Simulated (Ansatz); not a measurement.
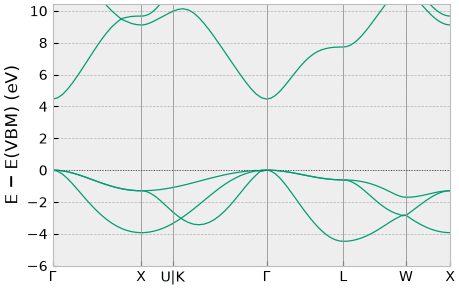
*Band structure from the program Ansatz at the PBE level (PAW)*

Question: Read off the gap and where the band edges lie.

Answer: About 4.5 eV (4.46 eV by a search for the band edges); maximum at Γ, minimum at Γ.

The material is MgO (rock salt, Fm-3m).

Symmetry was held in the PBE relaxation.

Potentials: the earlier of the program's two PAW sets.
